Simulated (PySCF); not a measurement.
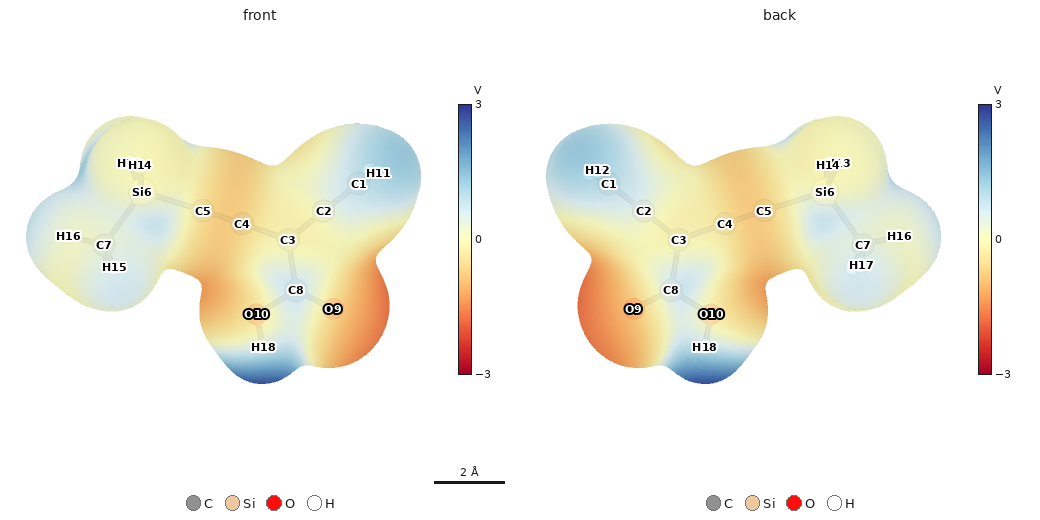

*C7H8O2Si (SMILES C=C=C(C#C[SiH2]C)C(=O)O). The molecular electrostatic potential painted on the density surface at 0.002 e/bohr³, seen from the front and from behind; the colour scale runs from red (negative) to blue (positive).*

Geometry: GFN2-xTB.

These are results of PBE0/pcSseg-1, SCF density, gas phase, non-relativistic in PySCF 2.14.0, not measurements.

```yaml
atoms:
  - { symbol: C, position_ang: [-3.8249, 0.7208, 1.1782] }
  - { symbol: C, position_ang: [-2.7785, 0.4076, 0.4977] }
  - { symbol: C, position_ang: [-1.7147, 0.0836, -0.2084] }
  - { symbol: C, position_ang: [-0.4088, 0.1143, 0.3416] }
  - { symbol: C, position_ang: [0.7121, 0.1352, 0.7923] }
  - { symbol: Si, position_ang: [2.4378, 0.1610, 1.4548] }
  - { symbol: C, position_ang: [3.6181, -0.3647, 0.0654] }
  - { symbol: C, position_ang: [-1.8672, -0.3324, -1.6252] }
  - { symbol: O, position_ang: [-2.9120, -0.3857, -2.2225] }
  - { symbol: O, position_ang: [-0.6936, -0.6535, -2.1871] }
  - { symbol: H, position_ang: [-4.1990, 1.7319, 1.2118] }
  - { symbol: H, position_ang: [-4.3786, -0.0132, 1.7421] }
  - { symbol: H, position_ang: [2.5139, -0.7827, 2.5780] }
  - { symbol: H, position_ang: [2.7313, 1.5301, 1.8995] }
  - { symbol: H, position_ang: [3.5467, 0.3040, -0.7879] }
  - { symbol: H, position_ang: [4.6505, -0.3597, 0.4046] }
  - { symbol: H, position_ang: [3.3896, -1.3673, -0.2854] }
  - { symbol: H, position_ang: [-0.8314, -0.9231, -3.1079] }
```

### Which sites attract a positive test charge, and which a negative one?

A positive charge is drawn to the negative regions and a negative charge to the positive ones. The most negative region (about −1.7 V) lies over O9, the most positive (about +2.6 V) over H18. O9 is the likeliest acceptor of a hydrogen bond.
